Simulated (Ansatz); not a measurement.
## Appearance energy of a fragment ion: C3HF5 → [CF3]+ + C2HF2 + e⁻

Species: C3HF5 `F/C=C(\F)C(F)(F)F`, singlet; [CF3]+ `F[C+](F)F`, singlet; C2HF2 `F/[C]=C\F`, doublet. 

Shapes, held fixed at every level: PBE0-D4/def2-TZVP. Programs: Ansatz 0.2.0. Electronic energies: no zero-point or thermal term.

| level | kind | ΔE (eV) |
| --- | --- | --- |
| HF/def2-SVP | Hartree–Fock | +12.55 |
| SPW92/def2-TZVPP | LDA | +14.15 |
| r2SCAN-D4/def2-TZVPP | meta-GGA | +13.55 |
| B3LYP-D4/def2-TZVPP | global hybrid | +13.73 |
| BHLYP-D4/def2-TZVPP | global hybrid | +13.76 |
| wB97X-V/def2-TZVPP | range-separated hybrid | +13.81 |
| B2PLYP/def2-TZVPP | double hybrid | +13.61 |

B2PLYP/def2-TZVPP gives ΔE = +13.61 eV; the levels span +12.55 to +14.15. The median of the levels is +13.73. No measured value is set beside it here. Spin contamination: C2HF2 (⟨S²⟩ up to 0.94). Open shells run unrestricted. The onset seen in experiment also holds zero-point changes and kinetic shifts.

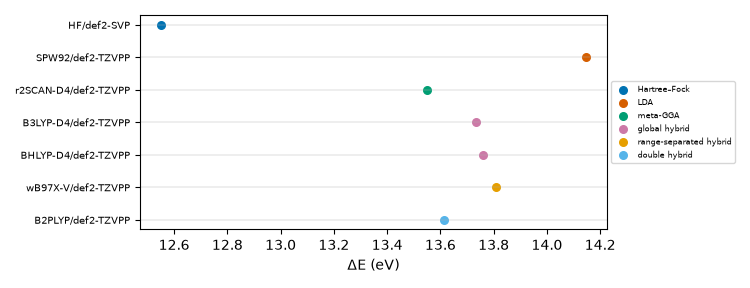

The values of the table, level by level.
